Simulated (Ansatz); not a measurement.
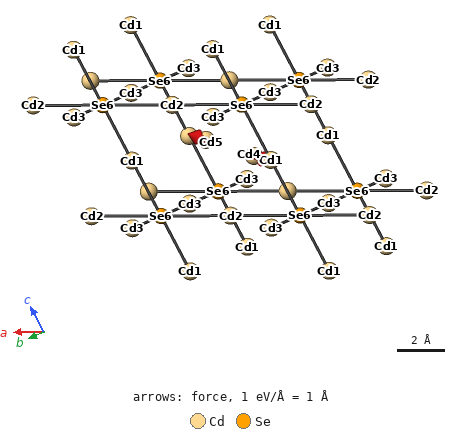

Starting geometry of solid Cd$_{5}$Se (a generated structure, set up in R-3m) (coarse preliminary run) with the computed forces as red arrows. Style: ball-and-stick. Shown: the cell of the calculation, from a free direction.

The calculation used DFT PBE, scalar-relativistic, plane waves, PAW (Ansatz). (plane-wave cutoff 420 eV; k-point mesh 3 × 3 × 3; occupations gaussian; smearing width 0.1 eV; no spin polarisation; cell and atoms relaxed; force threshold 0.04 eV/Å; at most 70 steps)

**What follows when this structure is relaxed?**

It isn't relaxed: the largest force vector, on Cd atoms, is 1.04 eV/Å. The atoms end up moving mostly along the starting forces (cosine between the two patterns 1.00). The energy falls by 0.764 eV per cell of the calculation in 6 accepted moves (7 points after the start). Largest force component: 1 eV/Å at the start, 0.02 eV/Å at the end. Pressure: −2.34 GPa at the start and 0.07 GPa at the end. The SCF was repeated once at an unchanged geometry on a basis and grid sized afresh for the cell, which shifted the energy by 5.1 meV per cell of the calculation at most. The largest moves relative to the cell, 0.35 Å, are those of Cd4 and Cd5. Cd4 goes along [−1 −1 −1]. Se stays in place. The drawn cell changes as follows: a = b = c 6.037 → 5.561 Å (−7.9 %), α 65.2° → 72.0°, β 65.2° → 72.0°, γ 65.2° → 72.0°; the volume changes by −12.8 %. Among the contacts that change: Cd4–Cd5 2.676 → 3.022 Å, Cd1–Se6 3.019 → 2.781 Å. Bond angles that change, for instance: Cd1–Se6–Cd2 65.2° → 72.0°, Cd1–Se6–Cd2 114.8° → 108.0°. The space group stays R-3m (No. 166). The run took 44 s on 1 thread of Intel(R) Xeon(R) Processor @ 2.70GHz (shared host), peak memory 0.49 GiB.
